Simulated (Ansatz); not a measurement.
# TiAl: elastic constants, part 2 of 2

The task, for TiAl: relax to small forces and stress and compute the elastic constants.

Ansatz 0.2.0; DFT PBEsol, scalar-relativistic, plane waves, PAW. The steps go on from the part before.

## 3. Strained cells: the elastic tensor

The input, input.yaml:

```yaml
crystal:
  lattice:
    - [2.7967181141, 0.0, 0.0]
    - [0.0, 2.7967181141, 0.0]
    - [0.0, 0.0, 4.0422699656]
  atoms:
    - { symbol: Ti, position: [0.0, 0.0, 0.0] }
    - { symbol: Al, position: [0.5, 0.5, 0.5] }
basis:
  ecutwfc: 420
kpoints:
  mp_grid: { grid: [14, 14, 10] }
hamiltonian:
  xc: pbesol
scf:
  occupations: { method: fermi_dirac, width: 0.15 }
output:
  forces: true
  stress: true
  eigenvalues: true
elastic:
  mode: relaxed_ion
  amplitude: 0.005
```

The run is started by

```
$ ansatz run input.yaml --threads 1 --pin off --max-ram 2560MiB --backend cpu --events-out ev --progress --plain --runs-dir out
```

Output:

```text
Warning: RAYON_NUM_THREADS=1 ignored (pool sized by the plan → 1); use --threads N
band count auto-derived: 13 (N_el = 15.0; filled up to band 8; 12 by the electrons, moments and atoms)
Engine: ansatz 0.2.0, x86_64-unknown-linux-gnu
Pseudopotentials: kind: paw
Pseudopotential: Ti, paw, valence charge 12, recommended cutoff 420 eV (normal), Ti.paw.azcp
Pseudopotential: Al, paw, valence charge 3, recommended cutoff 420 eV (normal), Al.paw.azcp
Functional definition: PBEsol
  exchange = pbesol_x
  correlation = pbesol_c
Crystal: 2 atoms, lattice volume = 31.617 Å³
Basis set: ecut = 420 eV, 617 PW (Γ), exchange–correlation on 40×40×60 points (8 copies of the dense FFT grid, shifted against one another)
Bands: 13, of which v1, the nominal top of the filled ones, is band 8 counted from 1 (7 counted from 0)
Symmetry: 16 space group operations
Space group: P4/mmm (ITA 123), of the structure as read, at distance tolerance 3.2e-5 Å
k-points: 216 of 1960
Non-local potential: Ti, projectors of the file, l = 0: 3, l = 1: 2, l = 2: 3, l = 3: 1
Non-local potential: Al, projectors of the file, l = 0: 2, l = 1: 2, l = 2: 1
PAW form: soft (Blöchl's): semilocal exchange-correlation on the pseudo side does not see the compensation charge
PAW frozen core: Ti, regenerated for the run's functional, and the local potential with it (the file was generated under x = pbe(κ = 0.804, μ = 0.2195149727645171), c = pbe(β = 0.06672455060314922))
PAW frozen core: Al, regenerated for the run's functional, and the local potential with it (the file was generated under x = pbe(κ = 0.804, μ = 0.2195149727645171), c = pbe(β = 0.06672455060314922))
PAW one-centre angular grid: Ti, 590 points (default); XC on 64 Gauss nodes
PAW one-centre angular grid: Al, 110 points (default); XC on 64 Gauss nodes
Initial density: superposition of atomic densities (neutral atoms: chi_scale 0, normalization atom), corrected by the library's trained network
Initial wavefunctions: pseudopotential atomic-orbital guess
Functional: x = pbesol(κ = 0.804, μ = 0.12345679012345678), c = pbesol(β = 0.046)
SCF iter   1: F=—  HF=-2999.333117 eV  |F-HF|=—  |Δ(HF+E_count)|=         —  Δρ=3.77e-3  dr2=3.32e-3  ethr=1.77e-3  ⟨swp⟩=5.0  Hψ=13575  notcnv=0
preconditioner: auto → none  [metal: Δε(μ)=0.036 eV  Ē_g=6.165 eV  σ=0.150 eV  W_gap=0.06  n_scr=6 (ndim 8)  ℏωp=17.5 eV  f_vac=0.000  D(μ)=1.75/eV (n_scr^D=16)  sad-step TF]
SCF iter   2: F=—  HF=-2999.332213 eV  |F-HF|=—  |Δ(HF+E_count)|=   9.05e-4  Δρ=1.93e-3  dr2=1.50e-3  ethr=2.21e-5  ⟨swp⟩=1.6  Hψ=5035  notcnv=0
SCF iter   3: F=—  HF=-2999.331904 eV  |F-HF|=—  |Δ(HF+E_count)|=   3.09e-4  Δρ=3.87e-4  dr2=4.65e-5  ethr=9.98e-6  ⟨swp⟩=2.5  Hψ=3894  notcnv=0
SCF iter   4: F=—  HF=-2999.331894 eV  |F-HF|=—  |Δ(HF+E_count)|=   1.03e-5  Δρ=1.02e-4  dr2=4.56e-6  ethr=3.10e-7  ⟨swp⟩=2.4  Hψ=3905  notcnv=0
SCF iter   5: F=—  HF=-2999.331892 eV  |F-HF|=—  |Δ(HF+E_count)|=   1.56e-6  Δρ=1.43e-5  dr2=2.03e-8  ethr=3.04e-8  ⟨swp⟩=1.9  Hψ=3240  notcnv=0
SCF iter   6: F=—  HF=-2999.331892 eV  |F-HF|=—  |Δ(HF+E_count)|=   4.26e-7  Δρ=1.71e-6  dr2=4.36e-10  ethr=1.36e-10  ⟨swp⟩=1.9  Hψ=3603  notcnv=0
SCF iter   7: F=—  HF=-2999.331892 eV  |F-HF|=—  |Δ(HF+E_count)|=  1.54e-10  Δρ=7.28e-8  dr2=2.21e-12  ethr=2.90e-12  ⟨swp⟩=2.5  Hψ=4245  notcnv=0
SCF iter   8: F=-2999.331892 eV  HF=-2999.331892 eV  |F-HF|=0.00e0  |Δ(HF+E_count)|=  4.55e-13  Δρ=9.89e-9  dr2=2.16e-14  ethr=1.00e-12  ⟨swp⟩=4.0  Hψ=7958  notcnv=0
SCF 1 converged in 8 iterations: F = -2999.331892 eV  dr2 = 2.16e-14
Crystal: 2 atoms, lattice volume = 31.301 Å³
Symmetry: 8 space group operations
k-points: 384 of 1960
Initial density: handed on by an earlier stage of this run
Initial wavefunctions: those handed on with the density
iter 1 solved again at ethr=3.48e-6 eV; its pass at ethr=3.10e-3 eV (dr2=5.22e-4 eV) is discarded
SCF iter   1: F=—  HF=-2999.330002 eV  |F-HF|=—  |Δ(HF+E_count)|=         —  Δρ=1.33e-3  dr2=5.79e-4  ethr=3.48e-6  ⟨swp⟩=1.7  Hψ=30332  notcnv=0
preconditioner: auto → none  [metal: Δε(μ)=0.018 eV  Ē_g=6.210 eV  σ=0.150 eV  W_gap=0.03  n_scr=6 (ndim 8)  ℏωp=17.6 eV  f_vac=0.000  D(μ)=1.75/eV (n_scr^D=16)]
[... 7 lines left out ...]
SCF 2 converged in 8 iterations: F = -2999.329824 eV  dr2 = 3.39e-15
Crystal: 2 atoms, lattice volume = 31.933 Å³
Basis set: ecut = 420 eV, 641 PW (Γ), exchange–correlation on 40×40×60 points (8 copies of the dense FFT grid, shifted against one another)
[... 2 lines left out ...]
preconditioner: auto → none  [metal: Δε(μ)=0.012 eV  Ē_g=6.106 eV  σ=0.150 eV  W_gap=0.02  n_scr=6 (ndim 8)  ℏωp=17.4 eV  f_vac=0.000  D(μ)=1.78/eV (n_scr^D=20)]
[... 6 lines left out ...]
SCF 3 converged in 7 iterations: F = -2999.329914 eV  dr2 = 3.39e-15
Crystal: 2 atoms, lattice volume = 31.775 Å³
Basis set: ecut = 420 eV, 625 PW (Γ), exchange–correlation on 40×40×60 points (8 copies of the dense FFT grid, shifted against one another)
[... 1 line left out ...]
preconditioner: auto → none  [metal: Δε(μ)=0.006 eV  Ē_g=6.132 eV  σ=0.150 eV  W_gap=0.01  n_scr=6 (ndim 8)  ℏωp=17.4 eV  f_vac=0.000  D(μ)=1.77/eV (n_scr^D=20)]
[... 3 lines left out ...]
SCF 4 converged in 4 iterations: F = -2999.331392 eV  dr2 = 4.06e-14
Crystal: 2 atoms, lattice volume = 31.459 Å³
[... 1 line left out ...]
preconditioner: auto → none  [metal: Δε(μ)=0.008 eV  Ē_g=6.184 eV  σ=0.150 eV  W_gap=0.01  n_scr=6 (ndim 8)  ℏωp=17.5 eV  f_vac=0.000  D(μ)=1.76/eV (n_scr^D=16)]
[... 3 lines left out ...]
SCF 5 converged in 4 iterations: F = -2999.331382 eV  dr2 = 1.74e-14
[... 2 lines left out ...]
preconditioner: auto → none  [metal: Δε(μ)=0.009 eV  Ē_g=6.210 eV  σ=0.150 eV  W_gap=0.02  n_scr=6 (ndim 8)  ℏωp=17.6 eV  f_vac=0.000  D(μ)=1.75/eV (n_scr^D=20)]
[... 6 lines left out ...]
SCF 6 converged in 7 iterations: F = -2999.330174 eV  dr2 = 1.25e-14
Basis set: ecut = 420 eV, 633 PW (Γ), exchange–correlation on 40×40×60 points (8 copies of the dense FFT grid, shifted against one another)
[... 2 lines left out ...]
preconditioner: auto → none  [metal: Δε(μ)=0.017 eV  Ē_g=6.106 eV  σ=0.150 eV  W_gap=0.03  n_scr=6 (ndim 8)  ℏωp=17.4 eV  f_vac=0.000  D(μ)=1.78/eV (n_scr^D=16)]
[... 6 lines left out ...]
SCF 7 converged in 7 iterations: F = -2999.330213 eV  dr2 = 9.82e-15
[... 1 line left out ...]
preconditioner: auto → none  [metal: Δε(μ)=0.028 eV  Ē_g=6.133 eV  σ=0.150 eV  W_gap=0.05  n_scr=6 (ndim 8)  ℏωp=17.4 eV  f_vac=0.000  D(μ)=1.77/eV (n_scr^D=20)]
[... 4 lines left out ...]
SCF 8 converged in 5 iterations: F = -2999.331475 eV  dr2 = 1.40e-14
[... 1 line left out ...]
preconditioner: auto → none  [metal: Δε(μ)=0.012 eV  Ē_g=6.184 eV  σ=0.150 eV  W_gap=0.02  n_scr=6 (ndim 8)  ℏωp=17.5 eV  f_vac=0.000  D(μ)=1.76/eV (n_scr^D=20)]
[... 3 lines left out ...]
SCF 9 converged in 4 iterations: F = -2999.331462 eV  dr2 = 6.73e-14
Crystal: 2 atoms, lattice volume = 31.616 Å³
Symmetry: 4 space group operations
k-points: 576 of 1960
[... 2 lines left out ...]
preconditioner: auto → none  [metal: Δε(μ)=0.002 eV  Ē_g=6.158 eV  σ=0.150 eV  W_gap=0.00  n_scr=6 (ndim 8)  ℏωp=17.5 eV  f_vac=0.000  D(μ)=1.77/eV (n_scr^D=20)]
[... 6 lines left out ...]
SCF 10 converged in 7 iterations: F = -2999.330727 eV  dr2 = 2.13e-14
[... 2 lines left out ...]
preconditioner: auto → none  [metal: Δε(μ)=0.004 eV  Ē_g=6.158 eV  σ=0.150 eV  W_gap=0.01  n_scr=6 (ndim 8)  ℏωp=17.5 eV  f_vac=0.000  D(μ)=1.77/eV (n_scr^D=20)]
[... 5 lines left out ...]
SCF 11 converged in 6 iterations: F = -2999.330727 eV  dr2 = 2.72e-14
[... 1 line left out ...]
preconditioner: auto → none  [metal: Δε(μ)=0.025 eV  Ē_g=6.159 eV  σ=0.150 eV  W_gap=0.04  n_scr=6 (ndim 8)  ℏωp=17.5 eV  f_vac=0.000  D(μ)=1.77/eV (n_scr^D=20)]
[... 2 lines left out ...]
SCF 12 converged in 3 iterations: F = -2999.331602 eV  dr2 = 4.82e-14
[... 3 lines left out ...]
SCF 13 converged in 3 iterations: F = -2999.331602 eV  dr2 = 5.73e-14
k-points: 342 of 1960
[... 2 lines left out ...]
preconditioner: auto → none  [metal: Δε(μ)=0.014 eV  Ē_g=6.157 eV  σ=0.150 eV  W_gap=0.02  n_scr=6 (ndim 8)  ℏωp=17.5 eV  f_vac=0.000  D(μ)=1.77/eV (n_scr^D=18)]
[... 6 lines left out ...]
SCF 14 converged in 7 iterations: F = -2999.331501 eV  dr2 = 3.95e-14
[... 3 lines left out ...]
SCF iter   3: F=—  HF=-2999.331501 eV  |F-HF|=—  |Δ(HF+E_count)|=   1.52e-7  Δρ=6.14e-6  dr2=3.04e-9  ethr=1.04e-9  ⟨swp⟩=1.5  Hψ=4777  notcnv=0
SCF iter   4: F=—  HF=-2999.331501 eV  |F-HF|=—  |Δ(HF+E_count)|=   4.05e-9  Δρ=1.24e-6  dr2=1.15e-10  ethr=2.03e-11  ⟨swp⟩=2.2  Hψ=5642  notcnv=0
SCF iter   5: F=—  HF=-2999.331501 eV  |F-HF|=—  |Δ(HF+E_count)|=  1.47e-10  Δρ=1.27e-7  dr2=1.86e-12  ethr=7.69e-13 (applied; sched 1.00e-12)  ⟨swp⟩=1.9  Hψ=5295  notcnv=0
SCF iter   6: F=-2999.331501 eV  HF=-2999.331501 eV  |F-HF|=4.55e-13  |Δ(HF+E_count)|=  1.82e-12  Δρ=1.48e-8  dr2=4.82e-14  ethr=1.00e-12  ⟨swp⟩=4.0  Hψ=12409  notcnv=0
SCF 15 converged in 6 iterations: F = -2999.331501 eV  dr2 = 4.82e-14
SCF iter   1: F=—  HF=-2999.331795 eV  |F-HF|=—  |Δ(HF+E_count)|=         —  Δρ=2.86e-5  dr2=5.31e-9  ethr=1.00e-12  ⟨swp⟩=8.4  Hψ=29001  notcnv=0
preconditioner: auto → none  [metal: Δε(μ)=0.017 eV  Ē_g=6.158 eV  σ=0.150 eV  W_gap=0.03  n_scr=6 (ndim 8)  ℏωp=17.5 eV  f_vac=0.000  D(μ)=1.77/eV (n_scr^D=18)]
SCF iter   2: F=—  HF=-2999.331795 eV  |F-HF|=—  |Δ(HF+E_count)|=   1.14e-7  Δρ=1.43e-5  dr2=1.33e-9  ethr=1.00e-12  ⟨swp⟩=2.2  Hψ=8085  notcnv=0
SCF iter   3: F=-2999.331795 eV  HF=-2999.331795 eV  |F-HF|=1.82e-12  |Δ(HF+E_count)|=   3.81e-8  Δρ=2.32e-8  dr2=9.51e-14  ethr=1.00e-12  ⟨swp⟩=3.4  Hψ=16721  notcnv=0
SCF 16 converged in 3 iterations: F = -2999.331795 eV  dr2 = 9.51e-14
SCF iter   1: F=—  HF=-2999.331795 eV  |F-HF|=—  |Δ(HF+E_count)|=         —  Δρ=2.86e-5  dr2=5.31e-9  ethr=1.00e-12  ⟨swp⟩=8.7  Hψ=29878  notcnv=0
SCF iter   2: F=—  HF=-2999.331795 eV  |F-HF|=—  |Δ(HF+E_count)|=   1.14e-7  Δρ=1.43e-5  dr2=1.33e-9  ethr=1.00e-12  ⟨swp⟩=2.2  Hψ=8119  notcnv=0
SCF iter   3: F=-2999.331795 eV  HF=-2999.331795 eV  |F-HF|=0.00e0  |Δ(HF+E_count)|=   3.81e-8  Δρ=2.33e-8  dr2=9.89e-14  ethr=1.00e-12  ⟨swp⟩=3.4  Hψ=16719  notcnv=0
SCF 17 converged in 3 iterations: F = -2999.331795 eV  dr2 = 9.89e-14
SCF converged after 8 iterations
Free energy (F): -2999.331892 eV
Harris-Foulkes:  -2999.331892 eV  (|F-HF|=0.00e0)
Internal energy: -2999.202465 eV  (E = F + TS)
E sigma→0 (E₀):  -2999.267179 eV
Entropy (-TS):   -0.129426 eV (-64.713 meV/atom)
Fermi energy:    11.252323 eV
--- Per-component energies (eV) ---
  E_band       = -159.506185
  E_kinetic    = 297.375085
  E_local      = -1066.068304  (includes V_loc(G=0)·N_el)
  E_nonlocal   = 20.604028
  E_hartree    = 457.675383
  E_xc         = -136.951921
  E_vxc        = -151.768005  (∫ρ·V_xc dr)
  E_paw        = -1477.937473  (= ΣΔE_a)
  E_vpaw       = -174.999871  (= ΣTr[D̂ρ^β])
  E_aug_tail   = 0.000117  (compensation charges beyond the density's cutoff)
  E_ewald      = -1094.057905
  E_core_change = 0.158523  (= ΣΔE_core)
  E_smearing   = -0.129426  (= −TS)
  E_closure    = 0.000000  (closes the sum)
  Σ components = -2999.331892   (vs F -2999.331892, Δ=0.00e0)
--- Forces (eV/Å), atoms counted from 1 ---
  atom   1  Ti    -0.00000000    -0.00000000     0.00000000
  atom   2  Al    -0.00000000     0.00000000     0.00000000
  max |Σ_I F_I| component: 4.19e-31 eV/Å
--- Stress (GPa, compression-positive) ---
       -0.001829       0.000000       0.000000
        0.000000      -0.001829       0.000000
        0.000000       0.000000       0.004405
  P = ⅓ Tr σ = 0.0002 GPa (0.002 kbar)
--- Band table (eV; the first three rows and the last of 216) ---
  k-point 0: bands = ["-45.0789", "-21.5759", "-21.1307", "-21.1307", "2.0803", "9.2831", "10.3409", "10.8708", "13.4666", "13.4666", "14.6236", "17.5722", "19.7995"]
  k-point 1: bands = ["-45.0788", "-21.5777", "-21.1307", "-21.1307", "2.1743", "8.8764", "10.3567", "11.0699", "13.4283", "13.4283", "14.6249", "17.8697", "19.9519"]
  k-point 2: bands = ["-45.0787", "-21.5827", "-21.1305", "-21.1305", "2.4473", "8.0249", "10.3987", "11.3847", "13.3323", "13.3323", "14.6284", "18.6403", "19.9430"]
  k-point 215: bands = ["-44.9478", "-21.5821", "-21.5821", "-21.4623", "8.6015", "8.9158", "8.9158", "13.1575", "13.4261", "13.9321", "15.4902", "15.4902", "15.6212"]
--- Elastic constants: 4 strain directions × 4 members + reference (group order 16) ---
  dense FFT box of the reference and of every strained cell: 20×20×30
  strains applied: 11, 33, 23, 12; error gains: componentwise 1.00 (the most a stress slope's error grows in a printed constant), spectral 1.41 (1 for all six strains in a standard setting)
  C = ∂σ_k/∂η_j (tension-positive GPa; Voigt order 11 22 33 23 13 12):
       204.994     61.071     92.138      0.000      0.000     -0.000
        61.071    204.994     92.138      0.000      0.000     -0.000
        92.149     92.149    172.446      0.000      0.000     -0.000
         0.000      0.000      0.000    118.233      0.000      0.000
         0.000      0.000      0.000      0.000    118.233      0.000
        -0.000     -0.000      0.000      0.000      0.000     39.742
  reference stress σ⁰ (GPa):      0.002      0.002     -0.004     -0.000     -0.000     -0.000
  C* (energy form; C + prestress term) asymmetry max|C*_kj − C*_jk| = 4.637e-3 GPa — a small one proves nothing (zero by symmetry where the batch's group is 432, −43m or m−3m); a large one is finite-difference/SCF noise where every solve meets its electron count
  moduli (Voigt/Reuss/Hill, GPa): K = 119.24/119.24/119.24   G = 77.71/61.94/69.82   E = 175.26   ν = 0.255
  mechanically stable: yes (min eigenvalue of sym C = 39.74 GPa)
  strain η (Voigt 11):  stress-route row diagonal C_11 = 204.99 GPa, energy-path curvature d²(F+E_count+ΔE)/dδ²/Ω₀ = 204.99 GPa
    cells at ±δ against ±2δ: C11 205.03 and 205.14 GPa, apart by 0.05 % of the column's largest entry
         δ    σ_11 (GPa)             F (eV)   n_scf  n_hpsi   n_pw
    -1.000e-2      -2.1246       -2999.3298242       8   87903    631   relax 0 steps, max|allowed force component| 1.70e-30 eV/Å
    -5.000e-3      -1.0420       -2999.3313821       4   75258    635   relax 0 steps, max|allowed force component| 4.93e-32 eV/Å
     5.000e-3       1.0083       -2999.3313918       4   74741    641   relax 0 steps, max|allowed force component| 2.47e-32 eV/Å
     1.000e-2       1.9781       -2999.3299145       7   79792    645   relax 0 steps, max|allowed force component| 2.96e-31 eV/Å
  strain η (Voigt 33):  stress-route row diagonal C_33 = 172.45 GPa, energy-path curvature d²(F+E_count+ΔE)/dδ²/Ω₀ = 172.44 GPa
    cells at ±δ against ±2δ: C33 172.39 and 172.24 GPa, apart by 0.09 % of the column's largest entry
         δ    σ_33 (GPa)             F (eV)   n_scf  n_hpsi   n_pw
    -1.000e-2      -1.7428       -2999.3301743       7   45653    629   relax 0 steps, max|allowed force component| 6.16e-32 eV/Å
    -5.000e-3      -0.8703       -2999.3314620       4   39745    637   relax 0 steps, max|allowed force component| 3.70e-32 eV/Å
     5.000e-3       0.8537       -2999.3314753       5   46636    641   relax 0 steps, max|allowed force component| 2.02e-31 eV/Å
     1.000e-2       1.7020       -2999.3302127       7   43495    645   relax 0 steps, max|allowed force component| 2.22e-31 eV/Å
  strain η (Voigt 23):  stress-route row diagonal C_44 = 118.23 GPa, energy-path curvature d²(F+E_count+ΔE)/dδ²/Ω₀ = 118.24 GPa
    cells at ±δ against ±2δ: C44 118.23 and 118.21 GPa, apart by 0.01 % of the column's largest entry
         δ    σ_23 (GPa)             F (eV)   n_scf  n_hpsi   n_pw
    -1.000e-2      -1.1821       -2999.3307271       7  119656    641   relax 0 steps, max|allowed force component| 0.00e0 eV/Å
    -5.000e-3      -0.5911       -2999.3316022       3   99528    640   relax 0 steps, max|allowed force component| 0.00e0 eV/Å
     5.000e-3       0.5911       -2999.3316022       3   98198    640   relax 0 steps, max|allowed force component| 0.00e0 eV/Å
     1.000e-2       1.1821       -2999.3307271       6  109080    641   relax 0 steps, max|allowed force component| 0.00e0 eV/Å
  strain η (Voigt 12):  stress-route row diagonal C_66 = 39.74 GPa, energy-path curvature d²(F+E_count+ΔE)/dδ²/Ω₀ = 39.75 GPa
    cells at ±δ against ±2δ: C66 39.73 and 39.71 GPa, apart by 0.07 % of the column's largest entry
         δ    σ_12 (GPa)             F (eV)   n_scf  n_hpsi   n_pw
    -1.000e-2      -0.3971       -2999.3315006       7   74292    637   relax 0 steps, max|allowed force component| 1.08e-30 eV/Å
    -5.000e-3      -0.1987       -2999.3317953       3   59736    641   relax 0 steps, max|allowed force component| 9.86e-32 eV/Å
     5.000e-3       0.1987       -2999.3317953       3   58795    641   relax 0 steps, max|allowed force component| 9.86e-32 eV/Å
     1.000e-2       0.3971       -2999.3315006       6   61499    637   relax 0 steps, max|allowed force component| 5.92e-31 eV/Å
```

Run time: 99 s. Hardware: 1 thread of AMD EPYC 9R45 (Zen 5), shared host; peak memory 0.56 GiB.

Derived from the tensor and the density, 3.931 g/cm³, with v_l = √((B+4G/3)/ρ), v_t = √(G/ρ), v_m = [(2/v_t³+1/v_l³)/3]^(−1/3) and Θ = (ħ/k_B)·v_m·(6π²n/V)^(1/3):

| quantity | value |
| --- | --- |
| bulk modulus B | 119.2 GPa |
| shear modulus G | 69.8 GPa |
| B/G | 1.71 |
| universal anisotropy index | 1.27 |
| sound speeds v_l, v_t | 7350, 4215 m/s |
| Debye temperature Θ | 555 K |

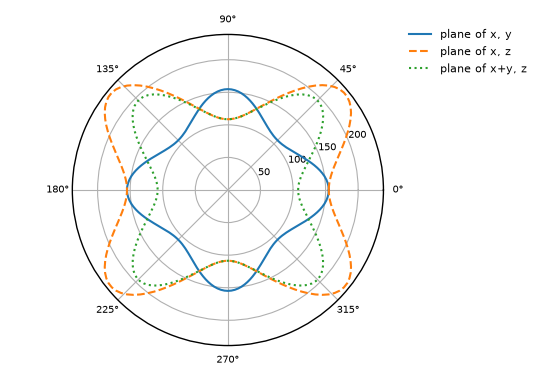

Young's modulus (GPa, as the radius) by direction in planes through the Cartesian axes; the angle runs from the first direction named to the second, and planes that repeat another are left out.

## 4. What came out

The summary covers parts 1 to 2.

| quantity | value |
| --- | --- |
| C11, C12, C44 (relaxed-ion) | 205, 61, 118 GPa |
| C33, C13, C66 (relaxed-ion) | 172, 92, 40 GPa |
| B, G, E (Hill) (relaxed-ion) | 119, 70, 175 GPa |
| Poisson ratio (relaxed-ion) | 0.26 |
| Debye temperature | 555 K |

**Reading.** The tensor is positive definite (least eigenvalue 40 GPa), so the crystal resists every homogeneous strain. By Pugh's rule of thumb B/G = 1.71 (under 1.75) points to a brittle solid; Young's modulus ranges from about 108 to 233 GPa with direction. For a metal these values are sensitive to the k mesh.
